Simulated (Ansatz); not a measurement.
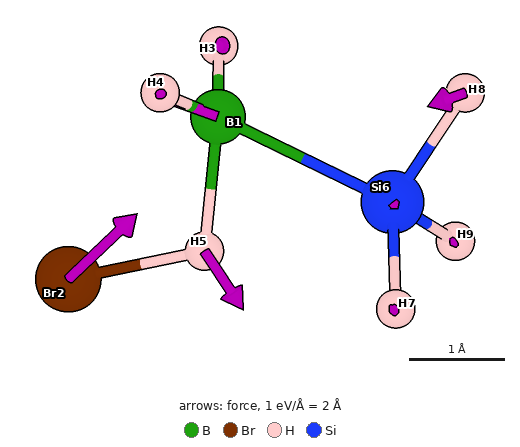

Starting geometry of BSiH6Br (started from a transition state, displaced along its imaginary mode) with the computed forces as purple arrows. Style: ball-and-stick. Shown at a tilt.

Method: RKS PBE0-D4/def2-TZVP (Ansatz 0.2.0).

The input:
```yaml
crystal:
  periodic: [false, false, false]
  atoms:
    - {symbol: B, position_ang: [-0.747062, -0.401311, -0.510638]}
    - {symbol: Br, position_ang: [0.047230, 0.763185, -2.590422]}
    - {symbol: H, position_ang: [-1.801612, 0.138630, -0.418176]}
    - {symbol: H, position_ang: [-0.660422, -1.521316, -0.903795]}
    - {symbol: H, position_ang: [0.332441, 0.405600, -1.064878]}
    - {symbol: Si, position_ang: [0.519537, 0.101364, 1.039662]}
    - {symbol: H, position_ang: [1.935837, -0.321002, 0.889565]}
    - {symbol: H, position_ang: [-0.091152, -0.704598, 2.150787]}
    - {symbol: H, position_ang: [0.465303, 1.539447, 1.407796]}
basis:
  gaussian: {orbitals: def2-TZVP}
hamiltonian: {xc: pbe0, dispersion: d4}
relax: {f_tol: 0.005, max_steps: 200}
```

Launched with:
```bash
ansatz run in.yaml --threads 3 --pin off --events-out ev --progress --plain --max-ram 6092MiB
```

### What follows when this structure is relaxed?

It isn't relaxed: the largest force vector, on Br2, is 0.56 eV/Å. The final displacements have little in common with the starting forces (cosine between the two patterns 0.12). Over 27 accepted moves (29 points after the start) the energy falls by 30.2 kcal/mol. Largest force component: 0.47 eV/Å at the start, 0.0021 eV/Å at the end. The line search rejected the trial steps at points 8, 20 of the run. The atom that moves furthest after the best rigid fit is H5 (1.42 Å). By element the largest moves are H 1.42 Å, Br 0.50 Å, B 0.44 Å, Si 0.13 Å. Some distances before and after: Br2–H5 1.593 → 2.651 Å, B1–Br2 2.512 → 1.975 Å, H5–Si6 2.135 → 1.635 Å, Br2–Si6 3.720 → 3.432 Å. New bonds form: B1–Br2 (2.51 → 1.97 Å). Bonds break: Br2–H5 (1.59 → 2.65 Å). Among the angles between lasting bonds that change: H4–B1–Si6 115.6° → 66.5°, H5–B1–Si6 72.3° → 47.6°, H3–B1–H5 115.8° → 96.0°.
